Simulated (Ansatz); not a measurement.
**Run report: SiPNH$_{4}$S, molecular dynamics (part 1 of 3)**

- system: SiPNH$_{4}$S
- method: UKS PBE0/def2-SVP (Ansatz 0.2.0)

It belongs to a series of runs on one base structure; here: dynamics from the highest image of the converged band. Figures and captions count atoms from 1; the log counts them from 0 in places.

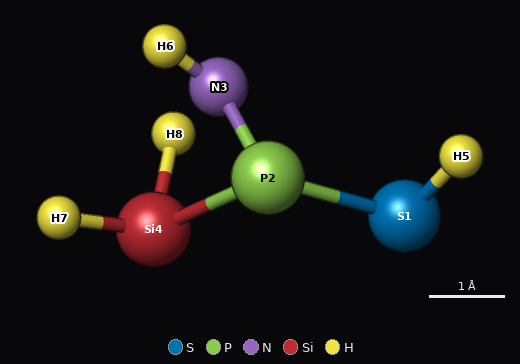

*The input geometry (ball-and-stick view, seen at a tilt; atoms are numbered from 1 in the order of the input).*

## Input file
```yaml
crystal:
  periodic: [false, false, false]
  atoms:
    - { symbol: S, position_ang: [-1.421968, 1.344941, -1.310082] }
    - { symbol: P, position_ang: [0.471042, 0.70168, -0.576104] }
    - { symbol: "N", position_ang: [0.103898, 0.074747, 0.97792] }
    - { symbol: Si, position_ang: [0.202235, -1.522039, -0.454773] }
    - { symbol: H, position_ang: [-1.231726, 2.638392, -0.95913] }
    - { symbol: H, position_ang: [0.947138, 0.003651, 1.559046] }
    - { symbol: H, position_ang: [1.620146, -1.958321, -0.16578] }
    - { symbol: H, position_ang: [-0.598463, -1.34025, 0.873103] }
magnetization:
  spin_polarized: true
basis:
  gaussian: { orbitals: def2-SVP }
hamiltonian:
  xc: pbe0
md:
  timestep: 0.5
  n_steps: 200
  ensemble: nve
  temperature: 100.0
  initial_velocities: maxwell_boltzmann
  seed: 6996
```

Machine: 2 threads of Arm Neoverse V1, 24 GiB of memory available, shared host.

Launched with:
```bash
ansatz run input.yaml --threads 2 --pin off --max-ram 3072MiB --backend cpu --events-out ev --progress --plain --runs-dir out
```

## Log
```
Engine: ansatz 0.2.0, aarch64-unknown-linux-gnu
Functional definition: PBE0
  parameter a = 0.25
  parameter kappa = 0.804
  parameter beta = 0.06672455060314922
  exchange = (1 - a)*pbe_x(kappa = kappa, mu = beta*pi^2/3) + a*exact_x
  correlation = pbe_c(beta = beta)
911 factors; integrals over basis functions are off by at most 2.6e-4 eV
mean field evaluation 1: about -29526.9824 eV, gradient 3.5e1 eV
mean field evaluation 2: about -29499.5692 eV, gradient 7.6e1 eV
mean field evaluation 4: about -29532.3998 eV, gradient 5.0e0 eV
mean field evaluation 8: about -29532.5757 eV, gradient 1.1e-1 eV
mean field evaluation 16: about -29532.5757 eV, gradient 4.6e-5 eV
mean field -29532.57572202 eV, -1085.3021398854 hartree, gradient 4.6e-5 eV, S^2 0.000000; 1 other end points of the search recorded, 0 dependent functions left out
the calculation of the forces begins
reference -29532.57574546 eV, -1085.3021407469 hartree; 28, 28 occupied and 60, 60 virtual orbitals, 911 factors
md step     0: t =     0.00 fs  T =   100.0 K  F+E_penalty+E_count = -29532.57572202 eV  E_kin = 0.077556 eV  conserved = -29532.49816602 eV  (38 SCF iters)
these checks for a lower state are left out or cut short: starts, cluster_reference, orbital_swaps, neighbouring_geometries, increment
911 factors; integrals over basis functions are off by at most 2.6e-4 eV
mean field -29532.57405775 eV, -1085.3020787247 hartree, gradient 2.4e-5 eV, S^2 0.000000; 0 other end points of the search recorded, 0 dependent functions left out
the calculation of the forces begins
reference -29532.57408119 eV, -1085.3020795859 hartree; 28, 28 occupied and 60, 60 virtual orbitals, 911 factors
md step     1: t =     0.50 fs  T =    97.9 K  F+E_penalty+E_count = -29532.57405775 eV  E_kin = 0.075927 eV  conserved = -29532.49813036 eV  (31 SCF iters)
[... from here on the SCF iterations and repeated set-up lines of each step are left out, up to the last step ...]
md step     2: t =     1.00 fs  T =    91.3 K  F+E_penalty+E_count = -29532.56888968 eV  E_kin = 0.070833 eV  conserved = -29532.49805652 eV  (31 SCF iters)
md step     3: t =     1.50 fs  T =    81.7 K  F+E_penalty+E_count = -29532.56132844 eV  E_kin = 0.063364 eV  conserved = -29532.49796477 eV  (31 SCF iters)
md step     4: t =     2.00 fs  T =    70.8 K  F+E_penalty+E_count = -29532.55277599 eV  E_kin = 0.054897 eV  conserved = -29532.49787883 eV  (31 SCF iters)
md step     5: t =     2.50 fs  T =    60.3 K  F+E_penalty+E_count = -29532.54456300 eV  E_kin = 0.046747 eV  conserved = -29532.49781646 eV  (31 SCF iters)
md step     6: t =     3.00 fs  T =    51.4 K  F+E_penalty+E_count = -29532.53766863 eV  E_kin = 0.039884 eV  conserved = -29532.49778420 eV  (31 SCF iters)
md step     7: t =     3.50 fs  T =    44.9 K  F+E_penalty+E_count = -29532.53261092 eV  E_kin = 0.034834 eV  conserved = -29532.49777720 eV  (31 SCF iters)
md step     8: t =     4.00 fs  T =    40.9 K  F+E_penalty+E_count = -29532.52951463 eV  E_kin = 0.031730 eV  conserved = -29532.49778415 eV  (31 SCF iters)
md step     9: t =     4.50 fs  T =    39.3 K  F+E_penalty+E_count = -29532.52828014 eV  E_kin = 0.030485 eV  conserved = -29532.49779476 eV  (30 SCF iters)
md step    10: t =     5.00 fs  T =    39.9 K  F+E_penalty+E_count = -29532.52874245 eV  E_kin = 0.030938 eV  conserved = -29532.49780443 eV  (30 SCF iters)
md step    11: t =     5.50 fs  T =    42.5 K  F+E_penalty+E_count = -29532.53074260 eV  E_kin = 0.032927 eV  conserved = -29532.49781564 eV  (30 SCF iters)
md step    12: t =     6.00 fs  T =    46.8 K  F+E_penalty+E_count = -29532.53409463 eV  E_kin = 0.036260 eV  conserved = -29532.49783477 eV  (31 SCF iters)
md step    13: t =     6.50 fs  T =    52.4 K  F+E_penalty+E_count = -29532.53848983 eV  E_kin = 0.040622 eV  conserved = -29532.49786810 eV  (31 SCF iters)
md step    14: t =     7.00 fs  T =    58.6 K  F+E_penalty+E_count = -29532.54340366 eV  E_kin = 0.045486 eV  conserved = -29532.49791783 eV  (31 SCF iters)
md step    15: t =     7.50 fs  T =    64.6 K  F+E_penalty+E_count = -29532.54806638 eV  E_kin = 0.050087 eV  conserved = -29532.49797976 eV  (31 SCF iters)
md step    16: t =     8.00 fs  T =    69.0 K  F+E_penalty+E_count = -29532.55153435 eV  E_kin = 0.053492 eV  conserved = -29532.49804211 eV  (31 SCF iters)
md step    17: t =     8.50 fs  T =    70.6 K  F+E_penalty+E_count = -29532.55287041 eV  E_kin = 0.054782 eV  conserved = -29532.49808873 eV  (31 SCF iters)
md step    18: t =     9.00 fs  T =    68.7 K  F+E_penalty+E_count = -29532.55139856 eV  E_kin = 0.053297 eV  conserved = -29532.49810183 eV  (31 SCF iters)
md step    19: t =     9.50 fs  T =    63.1 K  F+E_penalty+E_count = -29532.54697238 eV  E_kin = 0.048902 eV  conserved = -29532.49807007 eV  (31 SCF iters)
md step    20: t =    10.00 fs  T =    54.4 K  F+E_penalty+E_count = -29532.54015410 eV  E_kin = 0.042162 eV  conserved = -29532.49799222 eV  (31 SCF iters)
md step    21: t =    10.50 fs  T =    44.3 K  F+E_penalty+E_count = -29532.53221695 eV  E_kin = 0.034334 eV  conserved = -29532.49788273 eV  (31 SCF iters)
md step    22: t =    11.00 fs  T =    35.0 K  F+E_penalty+E_count = -29532.52490963 eV  E_kin = 0.027140 eV  conserved = -29532.49776959 eV  (31 SCF iters)
md step    23: t =    11.50 fs  T =    28.8 K  F+E_penalty+E_count = -29532.52001803 eV  E_kin = 0.022332 eV  conserved = -29532.49768594 eV  (30 SCF iters)
md step    24: t =    12.00 fs  T =    27.3 K  F+E_penalty+E_count = -29532.51885689 eV  E_kin = 0.021200 eV  conserved = -29532.49765690 eV  (39 SCF iters)
md step    25: t =    12.50 fs  T =    31.2 K  F+E_penalty+E_count = -29532.52188362 eV  E_kin = 0.024194 eV  conserved = -29532.49768977 eV  (30 SCF iters)
md step    26: t =    13.00 fs  T =    39.7 K  F+E_penalty+E_count = -29532.52858751 eV  E_kin = 0.030816 eV  conserved = -29532.49777139 eV  (31 SCF iters)
md step    27: t =    13.50 fs  T =    51.3 K  F+E_penalty+E_count = -29532.53769090 eV  E_kin = 0.039816 eV  conserved = -29532.49787472 eV  (31 SCF iters)
md step    28: t =    14.00 fs  T =    63.9 K  F+E_penalty+E_count = -29532.54756448 eV  E_kin = 0.049594 eV  conserved = -29532.49797032 eV  (31 SCF iters)
md step    29: t =    14.50 fs  T =    75.6 K  F+E_penalty+E_count = -29532.55668335 eV  E_kin = 0.058647 eV  conserved = -29532.49803633 eV  (30 SCF iters)
md step    30: t =    15.00 fs  T =    85.0 K  F+E_penalty+E_count = -29532.56396851 eV  E_kin = 0.065905 eV  conserved = -29532.49806376 eV  (31 SCF iters)
md step    31: t =    15.50 fs  T =    91.4 K  F+E_penalty+E_count = -29532.56893391 eV  E_kin = 0.070878 eV  conserved = -29532.49805563 eV  (31 SCF iters)
md step    32: t =    16.00 fs  T =    94.9 K  F+E_penalty+E_count = -29532.57164854 eV  E_kin = 0.073626 eV  conserved = -29532.49802257 eV  (31 SCF iters)
md step    33: t =    16.50 fs  T =    96.2 K  F+E_penalty+E_count = -29532.57257977 eV  E_kin = 0.074603 eV  conserved = -29532.49797631 eV  (31 SCF iters)
md step    34: t =    17.00 fs  T =    96.0 K  F+E_penalty+E_count = -29532.57240709 eV  E_kin = 0.074481 eV  conserved = -29532.49792648 eV  (31 SCF iters)
md step    35: t =    17.50 fs  T =    95.4 K  F+E_penalty+E_count = -29532.57187559 eV  E_kin = 0.073998 eV  conserved = -29532.49787758 eV  (30 SCF iters)
md step    36: t =    18.00 fs  T =    95.3 K  F+E_penalty+E_count = -29532.57173400 eV  E_kin = 0.073907 eV  conserved = -29532.49782735 eV  (32 SCF iters)
md step    37: t =    18.50 fs  T =    96.7 K  F+E_penalty+E_count = -29532.57276747 eV  E_kin = 0.074998 eV  conserved = -29532.49776939 eV  (32 SCF iters)
md step    38: t =    19.00 fs  T =   100.8 K  F+E_penalty+E_count = -29532.57589299 eV  E_kin = 0.078196 eV  conserved = -29532.49769684 eV  (32 SCF iters)
md step    39: t =    19.50 fs  T =   109.2 K  F+E_penalty+E_count = -29532.58226121 eV  E_kin = 0.084655 eV  conserved = -29532.49760651 eV  (32 SCF iters)
md step    40: t =    20.00 fs  T =   123.5 K  F+E_penalty+E_count = -29532.59329994 eV  E_kin = 0.095798 eV  conserved = -29532.49750185 eV  (31 SCF iters)
md step    41: t =    20.50 fs  T =   146.0 K  F+E_penalty+E_count = -29532.61065649 eV  E_kin = 0.113264 eV  conserved = -29532.49739252 eV  (31 SCF iters)
md step    42: t =    21.00 fs  T =   178.9 K  F+E_penalty+E_count = -29532.63604951 eV  E_kin = 0.138760 eV  conserved = -29532.49728986 eV  (32 SCF iters)
md step    43: t =    21.50 fs  T =   224.2 K  F+E_penalty+E_count = -29532.67110034 eV  E_kin = 0.173898 eV  conserved = -29532.49720243 eV  (32 SCF iters)
md step    44: t =    22.00 fs  T =   283.8 K  F+E_penalty+E_count = -29532.71722303 eV  E_kin = 0.220089 eV  conserved = -29532.49713370 eV  (32 SCF iters)
md step    45: t =    22.50 fs  T =   359.1 K  F+E_penalty+E_count = -29532.77559494 eV  E_kin = 0.278503 eV  conserved = -29532.49709228 eV  (32 SCF iters)
md step    46: t =    23.00 fs  T =   451.2 K  F+E_penalty+E_count = -29532.84707466 eV  E_kin = 0.349961 eV  conserved = -29532.49711395 eV  (31 SCF iters)
md step    47: t =    23.50 fs  T =   560.2 K  F+E_penalty+E_count = -29532.93174986 eV  E_kin = 0.434454 eV  conserved = -29532.49729629 eV  (30 SCF iters)
md step    48: t =    24.00 fs  T =   683.1 K  F+E_penalty+E_count = -29533.02763182 eV  E_kin = 0.529798 eV  conserved = -29532.49783416 eV  (31 SCF iters)
md step    49: t =    24.50 fs  T =   811.1 K  F+E_penalty+E_count = -29533.12804337 eV  E_kin = 0.629026 eV  conserved = -29532.49901764 eV  (31 SCF iters)
md step    50: t =    25.00 fs  T =   924.3 K  F+E_penalty+E_count = -29533.21791644 eV  E_kin = 0.716837 eV  conserved = -29532.50107956 eV  (32 SCF iters)
md step    51: t =    25.50 fs  T =   990.0 K  F+E_penalty+E_count = -29533.27151491 eV  E_kin = 0.767808 eV  conserved = -29532.50370735 eV  (31 SCF iters)
md step    52: t =    26.00 fs  T =   971.6 K  F+E_penalty+E_count = -29533.25880303 eV  E_kin = 0.753571 eV  conserved = -29532.50523210 eV  (31 SCF iters)
md step    53: t =    26.50 fs  T =   861.2 K  F+E_penalty+E_count = -29533.17067019 eV  E_kin = 0.667935 eV  conserved = -29532.50273526 eV  (31 SCF iters)
md step    54: t =    27.00 fs  T =   723.8 K  F+E_penalty+E_count = -29533.05702261 eV  E_kin = 0.561341 eV  conserved = -29532.49568183 eV  (31 SCF iters)
md step    55: t =    27.50 fs  T =   688.9 K  F+E_penalty+E_count = -29533.02488245 eV  E_kin = 0.534282 eV  conserved = -29532.49060067 eV  (31 SCF iters)
md step    56: t =    28.00 fs  T =   838.5 K  F+E_penalty+E_count = -29533.14483601 eV  E_kin = 0.650341 eV  conserved = -29532.49449494 eV  (31 SCF iters)
md step    57: t =    28.50 fs  T =  1106.4 K  F+E_penalty+E_count = -29533.36120727 eV  E_kin = 0.858084 eV  conserved = -29532.50312356 eV  (31 SCF iters)
md step    58: t =    29.00 fs  T =  1341.3 K  F+E_penalty+E_count = -29533.54818964 eV  E_kin = 1.040232 eV  conserved = -29532.50795774 eV  (32 SCF iters)
md step    59: t =    29.50 fs  T =  1443.4 K  F+E_penalty+E_count = -29533.62680641 eV  E_kin = 1.119467 eV  conserved = -29532.50733949 eV  (32 SCF iters)
md step    60: t =    30.00 fs  T =  1408.2 K  F+E_penalty+E_count = -29533.59636534 eV  E_kin = 1.092136 eV  conserved = -29532.50422929 eV  (32 SCF iters)
md step    61: t =    30.50 fs  T =  1284.4 K  F+E_penalty+E_count = -29533.49724724 eV  E_kin = 0.996124 eV  conserved = -29532.50112354 eV  (31 SCF iters)
md step    62: t =    31.00 fs  T =  1128.3 K  F+E_penalty+E_count = -29533.37397031 eV  E_kin = 0.875071 eV  conserved = -29532.49889956 eV  (32 SCF iters)
md step    63: t =    31.50 fs  T =   983.3 K  F+E_penalty+E_count = -29533.26011134 eV  E_kin = 0.762590 eV  conserved = -29532.49752110 eV  (32 SCF iters)
md step    64: t =    32.00 fs  T =   877.6 K  F+E_penalty+E_count = -29533.17731006 eV  E_kin = 0.680599 eV  conserved = -29532.49671104 eV  (32 SCF iters)
md step    65: t =    32.50 fs  T =   828.3 K  F+E_penalty+E_count = -29533.13867932 eV  E_kin = 0.642429 eV  conserved = -29532.49625077 eV  (32 SCF iters)
md step    66: t =    33.00 fs  T =   845.5 K  F+E_penalty+E_count = -29533.15180846 eV  E_kin = 0.655751 eV  conserved = -29532.49605732 eV  (31 SCF iters)
md step    67: t =    33.50 fs  T =   933.2 K  F+E_penalty+E_count = -29533.21991118 eV  E_kin = 0.723733 eV  conserved = -29532.49617859 eV  (31 SCF iters)
md step    68: t =    34.00 fs  T =  1088.6 K  F+E_penalty+E_count = -29533.34106479 eV  E_kin = 0.844293 eV  conserved = -29532.49677144 eV  (31 SCF iters)
md step    69: t =    34.50 fs  T =  1299.4 K  F+E_penalty+E_count = -29533.50586976 eV  E_kin = 1.007801 eV  conserved = -29532.49806871 eV  (30 SCF iters)
md step    70: t =    35.00 fs  T =  1539.3 K  F+E_penalty+E_count = -29533.69413094 eV  E_kin = 1.193850 eV  conserved = -29532.50028106 eV  (31 SCF iters)
md step    71: t =    35.50 fs  T =  1765.1 K  F+E_penalty+E_count = -29533.87225115 eV  E_kin = 1.368951 eV  conserved = -29532.50329989 eV  (31 SCF iters)
md step    72: t =    36.00 fs  T =  1921.0 K  F+E_penalty+E_count = -29533.99596039 eV  E_kin = 1.489882 eV  conserved = -29532.50607836 eV  (31 SCF iters)
md step    73: t =    36.50 fs  T =  1961.0 K  F+E_penalty+E_count = -29534.02698062 eV  E_kin = 1.520835 eV  conserved = -29532.50614570 eV  (31 SCF iters)
md step    74: t =    37.00 fs  T =  1891.3 K  F+E_penalty+E_count = -29533.96801309 eV  E_kin = 1.466787 eV  conserved = -29532.50122648 eV  (30 SCF iters)
md step    75: t =    37.50 fs  T =  1799.4 K  F+E_penalty+E_count = -29533.88964363 eV  E_kin = 1.395540 eV  conserved = -29532.49410391 eV  (31 SCF iters)
md step    76: t =    38.00 fs  T =  1798.3 K  F+E_penalty+E_count = -29533.88747536 eV  E_kin = 1.394703 eV  conserved = -29532.49277213 eV  (30 SCF iters)
md step    77: t =    38.50 fs  T =  1908.2 K  F+E_penalty+E_count = -29533.97900009 eV  E_kin = 1.479920 eV  conserved = -29532.49907987 eV  (30 SCF iters)
md step    78: t =    39.00 fs  T =  2031.1 K  F+E_penalty+E_count = -29534.08081749 eV  E_kin = 1.575261 eV  conserved = -29532.50555662 eV  (31 SCF iters)
md step    79: t =    39.50 fs  T =  2057.5 K  F+E_penalty+E_count = -29534.10289719 eV  E_kin = 1.595747 eV  conserved = -29532.50715027 eV  (31 SCF iters)
md step    80: t =    40.00 fs  T =  1952.2 K  F+E_penalty+E_count = -29534.01920326 eV  E_kin = 1.514082 eV  conserved = -29532.50512120 eV  (31 SCF iters)
md step    81: t =    40.50 fs  T =  1745.8 K  F+E_penalty+E_count = -29533.85619564 eV  E_kin = 1.353993 eV  conserved = -29532.50220314 eV  (29 SCF iters)
md step    82: t =    41.00 fs  T =  1490.6 K  F+E_penalty+E_count = -29533.65584523 eV  E_kin = 1.156050 eV  conserved = -29532.49979490 eV  (30 SCF iters)
md step    83: t =    41.50 fs  T =  1232.9 K  F+E_penalty+E_count = -29533.45433993 eV  E_kin = 0.956199 eV  conserved = -29532.49814054 eV  (31 SCF iters)
md step    84: t =    42.00 fs  T =  1006.0 K  F+E_penalty+E_count = -29533.27729793 eV  E_kin = 0.780231 eV  conserved = -29532.49706681 eV  (31 SCF iters)
md step    85: t =    42.50 fs  T =   832.0 K  F+E_penalty+E_count = -29533.14167733 eV  E_kin = 0.645293 eV  conserved = -29532.49638461 eV  (31 SCF iters)
md step    86: t =    43.00 fs  T =   725.1 K  F+E_penalty+E_count = -29533.05833298 eV  E_kin = 0.562331 eV  conserved = -29532.49600184 eV  (32 SCF iters)
md step    87: t =    43.50 fs  T =   692.8 K  F+E_penalty+E_count = -29533.03327280 eV  E_kin = 0.537341 eV  conserved = -29532.49593188 eV  (32 SCF iters)
md step    88: t =    44.00 fs  T =   736.4 K  F+E_penalty+E_count = -29533.06739078 eV  E_kin = 0.571107 eV  conserved = -29532.49628373 eV  (31 SCF iters)
md step    89: t =    44.50 fs  T =   847.8 K  F+E_penalty+E_count = -29533.15481215 eV  E_kin = 0.657548 eV  conserved = -29532.49726447 eV  (33 SCF iters)
md step    90: t =    45.00 fs  T =  1006.7 K  F+E_penalty+E_count = -29533.27990501 eV  E_kin = 0.780732 eV  conserved = -29532.49917326 eV  (32 SCF iters)
md step    91: t =    45.50 fs  T =  1174.6 K  F+E_penalty+E_count = -29533.41324877 eV  E_kin = 0.910937 eV  conserved = -29532.50231131 eV  (33 SCF iters)
md step    92: t =    46.00 fs  T =  1291.7 K  F+E_penalty+E_count = -29533.50837502 eV  E_kin = 1.001779 eV  conserved = -29532.50659571 eV  (32 SCF iters)
md step    93: t =    46.50 fs  T =  1283.1 K  F+E_penalty+E_count = -29533.50568468 eV  E_kin = 0.995104 eV  conserved = -29532.51058096 eV  (32 SCF iters)
md step    94: t =    47.00 fs  T =  1092.4 K  F+E_penalty+E_count = -29533.35763684 eV  E_kin = 0.847230 eV  conserved = -29532.51040671 eV  (32 SCF iters)
md step    95: t =    47.50 fs  T =   752.5 K  F+E_penalty+E_count = -29533.08573476 eV  E_kin = 0.583639 eV  conserved = -29532.50209592 eV  (32 SCF iters)
md step    96: t =    48.00 fs  T =   434.0 K  F+E_penalty+E_count = -29532.82689362 eV  E_kin = 0.336586 eV  conserved = -29532.49030741 eV  (32 SCF iters)
md step    97: t =    48.50 fs  T =   342.1 K  F+E_penalty+E_count = -29532.75403292 eV  E_kin = 0.265342 eV  conserved = -29532.48869045 eV  (32 SCF iters)
md step    98: t =    49.00 fs  T =   505.9 K  F+E_penalty+E_count = -29532.89106645 eV  E_kin = 0.392320 eV  conserved = -29532.49874604 eV  (31 SCF iters)
md step    99: t =    49.50 fs  T =   753.6 K  F+E_penalty+E_count = -29533.09194488 eV  E_kin = 0.584472 eV  conserved = -29532.50747292 eV  (32 SCF iters)
md step   100: t =    50.00 fs  T =   909.3 K  F+E_penalty+E_count = -29533.21400902 eV  E_kin = 0.705240 eV  conserved = -29532.50876892 eV  (32 SCF iters)
md step   101: t =    50.50 fs  T =   917.3 K  F+E_penalty+E_count = -29533.21713955 eV  E_kin = 0.711384 eV  conserved = -29532.50575521 eV  (32 SCF iters)
md step   102: t =    51.00 fs  T =   812.0 K  F+E_penalty+E_count = -29533.13191820 eV  E_kin = 0.629791 eV  conserved = -29532.50212737 eV  (32 SCF iters)
md step   103: t =    51.50 fs  T =   653.7 K  F+E_penalty+E_count = -29533.00632937 eV  E_kin = 0.506994 eV  conserved = -29532.49933489 eV  (32 SCF iters)
md step   104: t =    52.00 fs  T =   494.0 K  F+E_penalty+E_count = -29532.88062871 eV  E_kin = 0.383136 eV  conserved = -29532.49749290 eV  (32 SCF iters)
md step   105: t =    52.50 fs  T =   369.3 K  F+E_penalty+E_count = -29532.78276226 eV  E_kin = 0.286404 eV  conserved = -29532.49635806 eV  (32 SCF iters)
md step   106: t =    53.00 fs  T =   302.8 K  F+E_penalty+E_count = -29532.73056892 eV  E_kin = 0.234856 eV  conserved = -29532.49571252 eV  (32 SCF iters)
```
